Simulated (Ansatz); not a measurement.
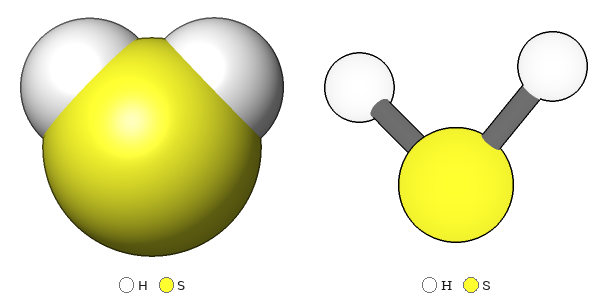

Both panels show the same species.

**Count the atoms of each element.**

H₂S, 3 atoms: 2 hydrogen and 1 sulfur.

**How many bonds of each kind are drawn?**

2 S–H. Sticks follow a distance rule.

**What is the point group of this geometry?**

C2v.

More results for the same structure follow; atom numbers are the same in all pictures, views and colours differ. Computed geometry: PBE0-D4/def2-TZVP optimisation.

## Shape

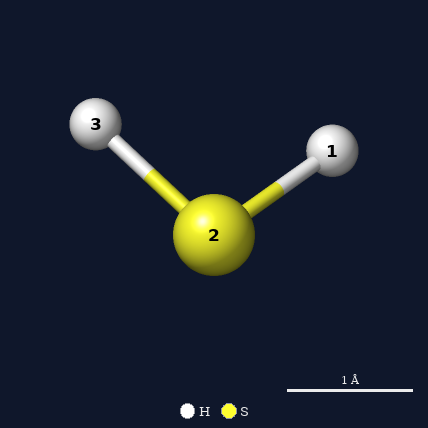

Numbered structure.

List the bonds and their lengths.

```tsv
bond	length (Å)
H1–S2	1.341
S2–H3	1.341
```

## Vibrations

Harmonic vibrations computed with RKS PBE0-D4/def2-TZVP (Ansatz 0.2.0) at a stationary point of the same level.

**List the wavenumbers.**

3 modes: 1209, 2724, 2740 cm⁻¹.

## Thermal motion

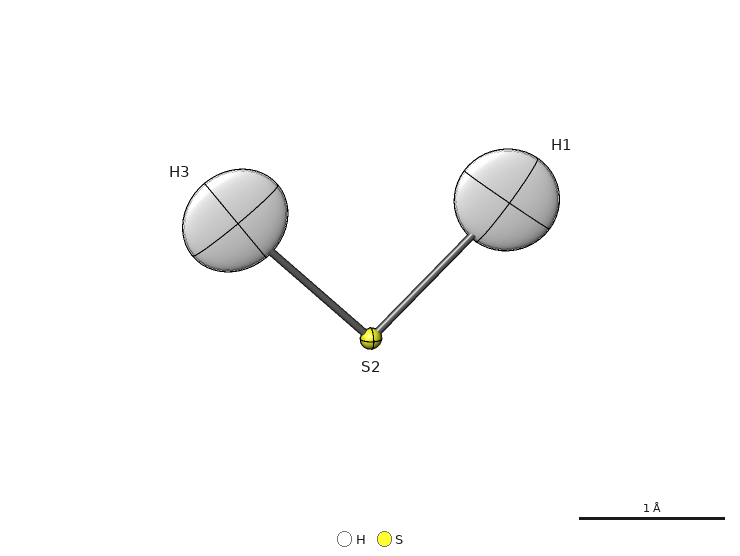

Displacement ellipsoids at the 50 % level, enlarged 3 times, from the internal vibrations of the free molecule (harmonic, no overall translation or rotation; no half-axis is drawn under 0.075 Å). Vibrations computed with RKS PBE0-D4/def2-TZVP (Ansatz 0.2.0). Temperature: 200 K.

**Which atom moves most?**

H1, H3, with U_eq = 0.0042 Å².

List U_eq and the three principal root-mean-square amplitudes for each kind of atom.

| atom | U_eq (Å²) | rms amplitudes (Å) |
| --- | --- | --- |
| H1, H3 | 0.0042 | 0.000, 0.077, 0.082 |
| S2 | < 0.00001 | 0.000, 0.002, 0.004 |

## Electronic properties

Properties computed with RKS PBE0-D4/def2-TZVPP (Ansatz 0.2.0).

**What is the HOMO energy (Kohn–Sham orbital)?**

−7.49 eV.

**What is the HOMO–LUMO gap?**

8.09 eV.
